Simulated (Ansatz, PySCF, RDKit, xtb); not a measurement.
**GeNHBrO−: a search for the lowest isomer, part 1 of 2**

Given the formula GeNHBrO− (charge -1) and nothing else, which arrangement of the atoms is the most stable in the gas at 298.15 K, and what are its properties?

The funnel: GFN2-xTB relaxations, single points with a density functional, relaxations at B3LYP-D3(BJ)/def2-SVPD, harmonic vibrations, and a last energy at a higher level. All values are calculated.

4 further runs of the same task are left out: 4 set aside as unsound or not needed.

## Step 1: Candidates

All bonding patterns within simple valence rules are listed by program: one Lewis structure each, at most two rings and one unusual centre or charged pair. O–O, O–halogen and N–halogen bonds and N–N–N chains are not drawn. That gives 12 candidates.

| label | SMILES | spin |
| --- | --- | --- |
| c210 | [NH-][O][Ge][Br] | triplet |
| c276 | [Br][Ge-]1[NH][O]1 | singlet |
| c289 | [N-]=[Ge]([OH])[Br] | singlet |
| c388 | [O-]/[NH+]=[Ge-]/[Br] | singlet |
| c463 | O/[N]=[Ge-]\[Br] | singlet |
| c570 | [NH-][O][Ge][Br] | singlet |
| c573 | [O-]/[N]=[GeH]\[Br] | singlet |
| c695 | O/[N]=[Ge-]/[Br] | singlet |
| c719 | [NH]=[Ge]([O-])[Br] | singlet |
| c800 | [O-]/[N]=[GeH]/[Br] | singlet |
| c829 | [Br][Ge@@H]1[N-][O]1 | singlet |
| c857 | [O-]/[NH+]=[Ge-]\[Br] | singlet |

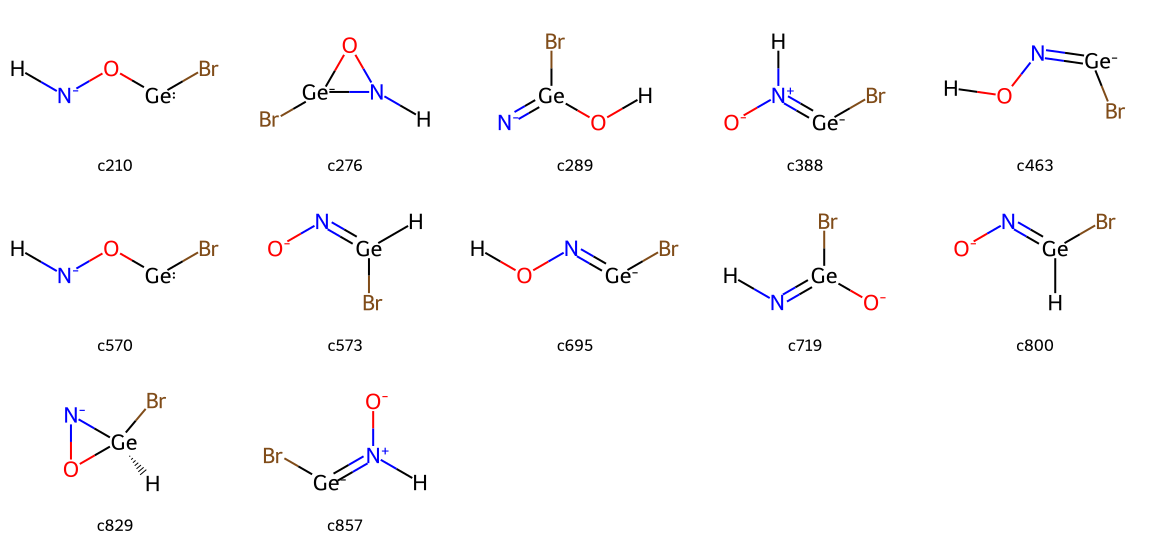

Structural formulas of the candidates.

Candidates are built by distance geometry, with a force field where one applies, in up to four conformers (letters a to d). 2 starts with atoms placed at random are added, to find patterns that the rules miss.

## Step 2: First filter: tight binding

All 15 starts are relaxed the same way. One of them, c210a (enumerated, embedded by distance geometry and UFF), in full:

The input, start.xyz:

```xyz
5
c210a
Br     0.930378    -0.695375     2.937416
Ge     2.309549    -0.626997     1.015662
N      0.581031    -0.230976    -0.757108
O      1.403862    -1.248954    -0.376616
H      0.039875    -0.604419    -1.573644
```

Command:

```
$ xtb start.xyz --gfn 2 --opt --chrg -1 --uhf 2
```

Output (excerpt; [...] marks lines left out):

```text
* xtb version 6.7.1
[...]
          :  # basis functions                  29          :
[...]
          :  # electrons                        24          :
[...]
          :  Hamiltonian                  GFN2-xTB          :
[...]
          :  net charge                         -1          :
          :  unpaired electrons                  2          :
[...]
   *** convergence criteria satisfied after 30 iterations ***
[...]
   *** GEOMETRY OPTIMIZATION CONVERGED AFTER 12 ITERATIONS ***
[...]
   *** convergence criteria satisfied after 3 iterations ***
[...]
         ::                     SUMMARY                     ::
         :::::::::::::::::::::::::::::::::::::::::::::::::::::
         :: total energy             -13.677177028177 Eh    ::
         :: gradient norm              0.000672728592 Eh/a0 ::
         :: HOMO-LUMO gap              2.026163681554 eV    ::
         ::.................................................::
         :: SCC energy               -13.698100097937 Eh    ::
         :: -> isotropic ES            0.147816962598 Eh    ::
         :: -> anisotropic ES         -0.017153492453 Eh    ::
         :: -> anisotropic XC         -0.004751103634 Eh    ::
         :: -> dispersion             -0.003425177389 Eh    ::
         :: repulsion energy           0.020923069761 Eh    ::
         :: add. restraining           0.000000000000 Eh    ::
         :: total charge              -1.000000000000 e     ::
         :::::::::::::::::::::::::::::::::::::::::::::::::::::
[...]
        13        1.0000           -0.0576720              -1.5693 (HOMO)
        14                          0.0167881               0.4568 (LUMO)
[...]
     #   Z          covCN         q      C6AA      α(0)
     1  35          0.792    -0.562   200.867    22.850
     2  32          1.493     0.144   259.834    33.859
     3   7          1.786    -0.274    27.943     7.829
     4   8          1.613    -0.370    20.292     6.080
     5   1          0.858     0.062     2.189     2.318
[...]
     #   Z sym  total        # sym  WBO       # sym  WBO       # sym  WBO
 ---------------------------------------------------------------------------
     1  35      0.814 --     2      0.782
     2  32      1.582 --     1      0.782     4      0.716
     3   7      2.471 --     4      1.402     5      0.976
     4   8      2.133 --     3      1.402     2      0.716
     5   1      0.996 --     3      0.976
 ---------------------------------------------------------------------------
[...]
molecular dipole:
                 x           y           z       tot (Debye)
 q only:       -1.510       1.488      -2.558
   full:       -1.484       1.237      -3.825      10.892
molecular quadrupole (traceless):
[...]
          | TOTAL ENERGY              -13.677177028177 Eh   |
          | GRADIENT NORM               0.000672728592 Eh/α |
          | HOMO-LUMO GAP               2.026163681554 eV   |
           -------------------------------------------------
[...]
```

Wall time 0.055 s (2 threads of Arm Neoverse V2, shared host).

## Step 3: Distinct minima at GFN2-xTB

15 of the 15 relaxations converged; 3 ended on a minimum already found. 12 distinct structures remain:

```csv
label,start,SMILES after,spin,energy (kcal/mol),note
c719a,drawn,[NH]=[Ge]([O-])[Br],singlet,0.0,
c570a,drawn,[Br][Ge-]1[NH][O]1,singlet,7.8,bonds changed
c276a,drawn,[Br][Ge-]1[NH][O]1,singlet,8.3,
c463a,drawn,O/[N]=[Ge-]\[Br],singlet,32.1,
c289a,drawn,[N-]=[Ge]([OH])[Br],singlet,32.9,
c695a,drawn,O/[N]=[Ge-]/[Br],singlet,34.1,
c857a,drawn,[O][NH][Ge][Br] ‡,singlet,37.8,
c934,random,[OH][N][Ge][Br] ‡,singlet,47.2,
c473,random and drawn,[H]/[Ge]([Br])=[N]/[O-],singlet,53.0,
c800a,drawn,[H].[O][N][Ge][Br] ‡,singlet,55.6,fell apart
c829a,drawn,[Br][Ge@@H]1[N-][O]1,singlet,66.1,
c210a,drawn,[NH-][O][Ge][Br],triplet,81.0,
```

‡ marks the bonded skeleton alone, with all bonds drawn single: no Lewis structure was assigned that passes a check against the bond lengths.

GFN2-xTB has no spin polarisation, so it can't rank spin states and is rough for open shells.

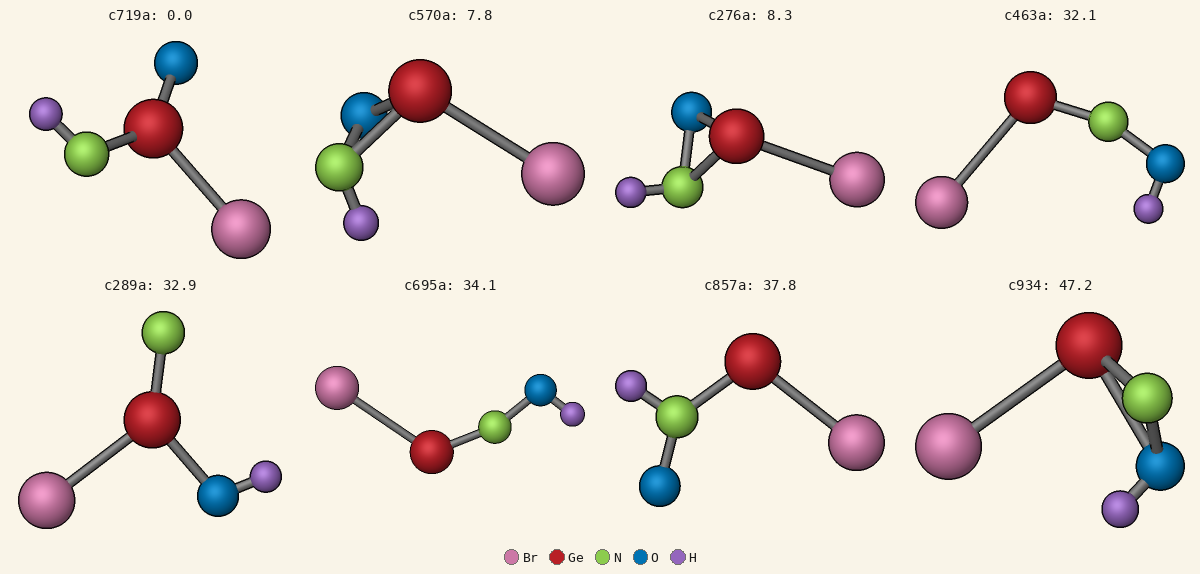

The 8 lowest minima that did not fall apart, with their GFN2-xTB energies in kcal/mol.

## Step 4: Single points on the low minima

A choice of the minima (the low ones first, few conformers of a pattern, up to a cap) and the lowest that fell apart get a single point at r2SCAN-D4/def2-SVPD on the tight-binding geometry, and one at HF/STO-3G for comparison. The lowest singlets are also tried as triplets at the same geometry (label ending in t). The first, c719a:

The input, input.yaml:

```yaml
crystal:
  periodic: [false, false, false]
  atoms:
    - {symbol: Br, position_ang: [-3.739864, -0.726123, 2.361316]}
    - {symbol: Ge, position_ang: [-2.214816, -0.145354, 0.648051]}
    - {symbol: N, position_ang: [-1.498616, 1.321779, 1.179609]}
    - {symbol: O, position_ang: [-2.203981, -1.217700, -0.555628]}
    - {symbol: H, position_ang: [-0.820990, 1.658231, 0.501237]}
basis:
  gaussian: {orbitals: def2-SVPD}
total_charge: -1
hamiltonian: {xc: {name: r2SCAN}, dispersion: d4}
scf: {lower_state_search: "off"}
```

Command:

```
$ ansatz run input.yaml --threads 2 --pin off --max-ram 4350MiB --events-out events.jsonl --progress --plain --runs-dir runs
```

Output (excerpt; [...] marks lines left out):

```text
Warning: RAYON_NUM_THREADS=2 ignored (pool sized by the plan → 2); use --threads N
Functional definition: r2SCAN
  name "r2SCAN"
[...]
1272 factors; their error is unknown
[...]
mean field -130100.00212201 eV, -4781.0868930353 hartree, gradient 4.2e-6 eV, S^2 0.000000; 0 other end points of the search recorded, 0 dependent functions left out
reference -130100.00213577 eV, -4781.0868935409 hartree; 42, 42 occupied and 88, 88 virtual orbitals, 1272 factors
Total energy: -130100.03526919 eV, -4781.0881111717 hartree
Checks for a lower state left out: stability, starts, cluster_reference, orbital_swaps, neighbouring_geometries, increment
```

Wall time 2.4 s (2 threads of Arm Neoverse V2, shared host).

Relative energies in kcal/mol, each column from its lowest structure that stays in one piece:

```
 label                SMILES     spin  GFN2-xTB  HF/STO-3G  r2SCAN-D4/def2-SVPD
 c719a   [NH]=[Ge]([O-])[Br]  singlet       0.0       46.5                  0.0
 c570a    [Br][Ge-]1[NH][O]1  singlet       7.8        1.3                 17.6
 c276a    [Br][Ge-]1[NH][O]1  singlet       8.3        0.0                 19.8
 c857a     [O][NH][Ge][Br] ‡  singlet      37.8       52.7                 26.0
 c289a   [N-]=[Ge]([OH])[Br]  singlet      32.9       62.1                 29.2
 c463a      O/[N]=[Ge-]\[Br]  singlet      32.1       41.7                 37.8
 c695a      O/[N]=[Ge-]/[Br]  singlet      34.1       49.3                 41.2
 c800a  [H].[O][N][Ge][Br] ‡  singlet      55.6      130.6                 71.4
c719at   [NH]=[Ge]([O-])[Br]  triplet         –          –                 80.6
c570at    [Br][Ge-]1[NH][O]1  triplet         –          –                101.7
```

‡ marks the bonded skeleton alone, with all bonds drawn single: no Lewis structure was assigned that passes a check against the bond lengths.

## Step 5: Third filter: density-functional geometries

3 candidates are relaxed at B3LYP-D3(BJ)/def2-SVPD (chosen among the lowest in one piece). The first, c719a:

The input, input.yaml:

```yaml
crystal:
  periodic: [false, false, false]
  atoms:
    - {symbol: Br, position_ang: [-3.739864, -0.726123, 2.361316]}
    - {symbol: Ge, position_ang: [-2.214816, -0.145354, 0.648051]}
    - {symbol: "N", position_ang: [-1.498616, 1.321779, 1.179609]}
    - {symbol: O, position_ang: [-2.203981, -1.217700, -0.555628]}
    - {symbol: H, position_ang: [-0.820990, 1.658231, 0.501237]}
basis:
  gaussian:
    orbitals: def2-SVPD
total_charge: -1
hamiltonian:
  xc: {name: B3LYP}
  dispersion: d3bj
scf:
  lower_state_search: off
relax:
  f_tol: 0.003
```

Command:

```
$ ansatz run input.yaml --threads 2 --pin off --max-ram 4350MiB --events-out events.jsonl --progress --plain --runs-dir runs
```

Output (excerpt; [...] marks lines left out):

```text
Warning: RAYON_NUM_THREADS=2 ignored (pool sized by the plan → 2); use --threads N
[...]
Functional definition: B3LYP
  name "B3LYP"
[...]
1333 factors; integrals over basis functions are off by at most 2.3e-4 eV
[...]
mean field -130103.99746323 eV, -4781.2337191168 hartree, gradient 5.8e-6 eV, S^2 0.000000; 0 other end points of the search recorded, 0 dependent functions left out
[...]
reference -130103.99769930 eV, -4781.2337277921 hartree; 42, 42 occupied and 88, 88 virtual orbitals, 1333 factors
relax step   1: F+E_penalty+E_count = -130104.22715696 eV  Δ(F+E_penalty+E_count) = +0.000e0 eV  max|allowed force component| = 2.137e0 eV/Å  Δτ_max = 0.0000 Å  (16 SCF iters, accepted)
[...]
relax step   3: F+E_penalty+E_count = -130104.35519847 eV  Δ(F+E_penalty+E_count) = -2.103e-2 eV  max|allowed force component| = 1.361e-1 eV/Å  Δτ_max = 0.0395 Å  (23 SCF iters, accepted)
[...]
relax step   9: F+E_penalty+E_count = -130104.35788052 eV  Δ(F+E_penalty+E_count) = -5.981e-6 eV  max|allowed force component| = 1.459e-4 eV/Å  Δτ_max = 0.0012 Å  (15 SCF iters, accepted)
Total energy: -130104.35811847 eV, -4781.2469729525 hartree
Atom 0 at    -3.786556    -0.763476     2.392079 Å, force    -0.000022     0.000006     0.000069 eV/Å
Atom 1 at    -2.200861    -0.120453     0.657477 Å, force    -0.000036    -0.000024     0.000007 eV/Å
Atom 2 at    -1.479420     1.371681     1.201851 Å, force    -0.000061    -0.000060    -0.000045 eV/Å
Atom 3 at    -2.202034    -1.241121    -0.586546 Å, force     0.000097     0.000146     0.000009 eV/Å
Atom 4 at    -0.809396     1.644202     0.469724 Å, force     0.000022    -0.000068    -0.000040 eV/Å
Dipole moment:    -0.228441     0.003146     0.356356 e Å
Checks for a lower state left out: stability, starts, cluster_reference, orbital_swaps, neighbouring_geometries, increment
```

Run time: 25 s. Hardware: 2 threads of Arm Neoverse V2, shared host.

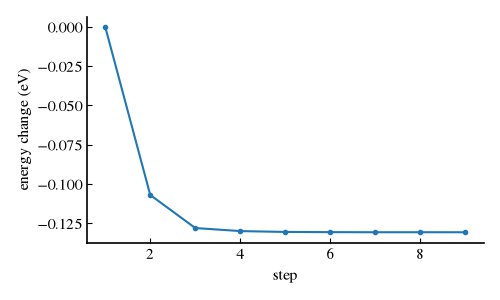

Energy along the run, all evaluated steps.

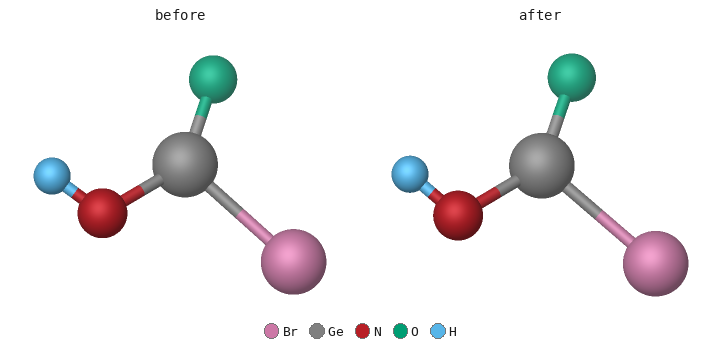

Before and after, at one scale.

After the run. Bond lengths: Br1–Ge2 2.437 Å, Ge2–N3 1.745 Å, Ge2–O4 1.674 Å, N3–H5 1.029 Å. Angles: Br1–Ge2–N3 105.8°, Br1–Ge2–O4 110.6°, N3–Ge2–O4 143.6°, Ge2–N3–H5 105.9°.

## Step 6: The relaxed candidates

```csv
label,spin,r2SCAN-D4/def2-SVPD (kcal/mol),"B3LYP-D3(BJ)/def2-SVPD, relaxed (kcal/mol)",time
c719a,singlet,0.0,0.0,25 s
c570a,singlet,17.6,15.6,19 s
c276a,singlet,19.8,18.2,16 s
```

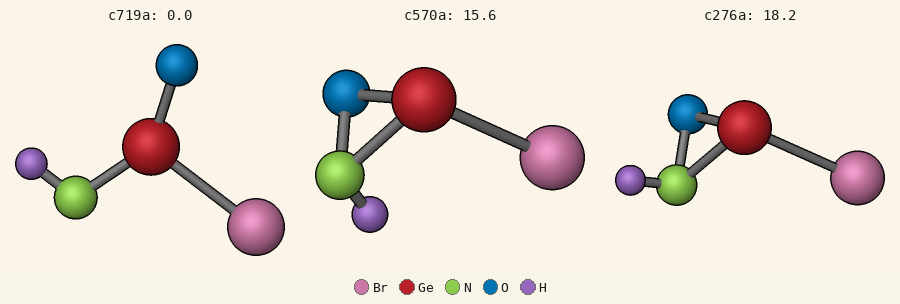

The relaxed structures, with energies at B3LYP-D3(BJ)/def2-SVPD in kcal/mol.

## Step 7: Harmonic analysis of the finalists

The lowest few in one piece go on as finalists. Harmonic vibrations at B3LYP-D3(BJ)/def2-SVPD test each finalist and give the zero-point energy and the thermal terms. The first, c719a:

The input, input.yaml:

```yaml
crystal:
  periodic: [false, false, false]
  atoms:
    - {symbol: Br, position_ang: [-3.786556, -0.763476, 2.392079]}
    - {symbol: Ge, position_ang: [-2.200861, -0.120453, 0.657477]}
    - {symbol: N, position_ang: [-1.479420, 1.371681, 1.201851]}
    - {symbol: O, position_ang: [-2.202034, -1.241121, -0.586546]}
    - {symbol: H, position_ang: [-0.809396, 1.644202, 0.469724]}
basis:
  gaussian: {orbitals: def2-SVPD}
total_charge: -1
magnetization: {spin_polarized: false}
hamiltonian: {xc: {name: B3LYP}, dispersion: d3bj}
scf: {lower_state_search: "off"}
phonons: {}
```

Command:

```
$ ansatz run input.yaml --threads 2 --pin off --max-ram 4350MiB --events-out events.jsonl --progress --plain --runs-dir runs
```

Output (excerpt; [...] marks lines left out):

```text
Warning: RAYON_NUM_THREADS=2 ignored (pool sized by the plan → 2); use --threads N
[... 2 set-up lines as earlier in the session ...]
[...]
1333 factors; integrals over basis functions are off by at most 2.3e-4 eV
[...]
mean field -130104.13268927 eV, -4781.2386885820 hartree, gradient 4.2e-6 eV, S^2 0.000000; 0 other end points of the search recorded, 0 dependent functions left out
[...]
reference -130104.13292727 eV, -4781.2386973285 hartree; 42, 42 occupied and 88, 88 virtual orbitals, 1333 factors
[...]
1333 factors; integrals over basis functions are off by at most 2.3e-4 eV
mean field -130104.13261468 eV, -4781.2386858412 hartree, gradient 2.0e-6 eV, S^2 0.000000; 0 other end points of the search recorded, 0 dependent functions left out
[...]
reference -130104.13285268 eV, -4781.2386945875 hartree; 42, 42 occupied and 88, 88 virtual orbitals, 1333 factors
[...]
reference -130104.13286540 eV, -4781.2386950547 hartree; 42, 42 occupied and 88, 88 virtual orbitals, 1333 factors
Total energy: -130104.35811848 eV, -4781.2469729528 hartree
Atom 0 at    -3.786556    -0.763476     2.392079 Å, force    -0.000019     0.000026     0.000086 eV/Å
Atom 1 at    -2.200861    -0.120453     0.657477 Å, force    -0.000073    -0.000099    -0.000014 eV/Å
Atom 2 at    -1.479420     1.371681     1.201851 Å, force    -0.000063    -0.000037    -0.000019 eV/Å
Atom 3 at    -2.202034    -1.241121    -0.586546 Å, force     0.000124     0.000179     0.000003 eV/Å
Atom 4 at    -0.809396     1.644202     0.469724 Å, force     0.000031    -0.000070    -0.000055 eV/Å
Dipole moment:    -0.228443     0.003146     0.356357 e Å
Vibrations: 166.14 202.56 209.22 257.49 476.30 775.23 902.20 943.99 3422.37 cm⁻¹, zero-point energy 0.455982 eV
Checks for a lower state left out: stability, starts, cluster_reference, orbital_swaps, neighbouring_geometries, increment
```

It took 73 s on 2 threads of Arm Neoverse V2, shared host.

## Step 8: Zero-point energy and free-energy terms

At 298.15 K and 1 atm, ideal gas, rigid rotor and harmonic oscillator:

| label | SMILES | spin | point group | lowest mode (cm⁻¹) | zero-point (kcal/mol) | G − E (kcal/mol) |
| --- | --- | --- | --- | --- | --- | --- |
| c719a | [NH]=[Ge]([O-])[Br] | singlet | Cs | 166 | 10.5 | -8.9 |
| c570a | [Br][Ge-]1[NH][O]1 | singlet | C1 | 123 | 11.2 | -8.8 |
| c276a | [Br][Ge-]1[NH][O]1 | singlet | C1 | 117 | 11.1 | -8.9 |

Chiral structures get −RT ln 2 for their mirror image.

## Step 9: The final energy

Each finalist gets a single point at CCSD(T)/def2-SVPD + MP2/def2-TZVPPD - MP2/def2-SVPD.

c719a, CCSD(T)/def2-SVPD:

The input, input.yaml:

```yaml
crystal:
  periodic: [false, false, false]
  atoms:
    - symbol: Br
      position_ang: [-3.786556, -0.763476, 2.392079]
    - symbol: Ge
      position_ang: [-2.200861, -0.120453, 0.657477]
    - symbol: N
      position_ang: [-1.479420, 1.371681, 1.201851]
    - symbol: O
      position_ang: [-2.202034, -1.241121, -0.586546]
    - symbol: H
      position_ang: [-0.809396, 1.644202, 0.469724]
basis:
  gaussian:
    orbitals: def2-SVPD
correlation:
  method: ccsd_t
  frozen_orbitals: {H: 0, O: 1, Ge: 9, Br: 9, "N": 1}
total_charge: -1
```

Command:

```
$ ansatz run input.yaml --threads 2 --pin off --max-ram 4350MiB --events-out events.jsonl --progress --plain --runs-dir runs
```

Output (excerpt; [...] marks lines left out):

```text
Warning: RAYON_NUM_THREADS=2 ignored (pool sized by the plan → 2); use --threads N
Functional definition: HF
  name "HF"
[...]
1250 factors; integrals over basis functions are off by at most 1.2e-3 eV
[...]
mean field -129990.17845130 eV, -4777.0509475778 hartree, gradient 7.8e-6 eV, S^2 0.000000; 0 other end points of the search recorded, 0 dependent functions left out
20 core orbitals not correlated: weight in the atoms' cores, before any rotation towards them, 1.000 or more for the frozen orbitals, at most 0.000 for the correlated occupied ones
reference -129990.17845130 eV, -4777.0509475778 hartree; 22, 22 occupied and 88, 88 virtual orbitals, 1250 factors
second order -23.70513008 eV of doubles, -0.00000000 eV of singles
cycle   1  -22.38171487 eV  change     1.3e0 eV  update   1.7e-1
[...]
cycle  12  -23.31090697 eV  change   -3.5e-6 eV  update   1.3e-5
perturbative correction -0.93413587 eV, -0.0343288600 hartree
Total energy: -130014.42349414 eV, -4777.9419364682 hartree
```

It took 26 s on 2 threads of Arm Neoverse V2, shared host; peak memory 0.81 GiB.

## Step 10: c719a at MP2/def2-TZVPPD

The input, input.yaml:

```yaml
crystal:
  periodic: [false, false, false]
  atoms:
    - {symbol: Br, position_ang: [-3.786556, -0.763476, 2.392079]}
    - {symbol: Ge, position_ang: [-2.200861, -0.120453, 0.657477]}
    - {symbol: "N", position_ang: [-1.479420, 1.371681, 1.201851]}
    - {symbol: O, position_ang: [-2.202034, -1.241121, -0.586546]}
    - {symbol: H, position_ang: [-0.809396, 1.644202, 0.469724]}
basis:
  gaussian: {orbitals: def2-TZVPPD.json}
correlation: {method: mp2, frozen_orbitals: {H: 0, O: 1, Ge: 9, Br: 9, "N": 1}}
total_charge: -1
```

The basis set def2-TZVPPD is read from a file made from the Basis Set Exchange's data (not shown).

Command:

```
$ ansatz run input.yaml --threads 2 --pin off --max-ram 4350MiB --events-out events.jsonl --progress --plain --runs-dir runs
```

Output:

```text
Warning: RAYON_NUM_THREADS=2 ignored (pool sized by the plan → 2); use --threads N
[... 2 set-up lines as earlier in the session ...]
  exchange = exact_x
  correlation = 0
1280 factors; integrals over basis functions are off by at most 7.9e-4 eV
mean field evaluation 1: about -130006.4698 eV, gradient 4.0e1 eV
mean field evaluation 2: about -130006.6144 eV, gradient 4.1e1 eV
mean field evaluation 4: about -130010.0670 eV, gradient 3.8e0 eV
mean field evaluation 8: about -130010.1254 eV, gradient 9.0e-1 eV
mean field evaluation 16: about -130010.1287 eV, gradient 5.0e-6 eV
mean field -130010.12869799 eV, -4777.7841056209 hartree, gradient 5.0e-6 eV, S^2 0.000000; 0 other end points of the search recorded, 0 dependent functions left out
20 core orbitals not correlated: weight in the atoms' cores, before any rotation towards them, 1.000 or more for the frozen orbitals, at most 0.000 for the correlated occupied ones
reference -130010.12869799 eV, -4777.7841056209 hartree; 22, 22 occupied and 163, 163 virtual orbitals, 1280 factors
second order -27.24868309 eV of doubles, -0.00000000 eV of singles
Total energy: -130037.37738108 eV, -4778.7854762547 hartree
```

It took 4.8 s on 2 threads of Arm Neoverse V2, shared host.

(Continued in part 2 of 2.)
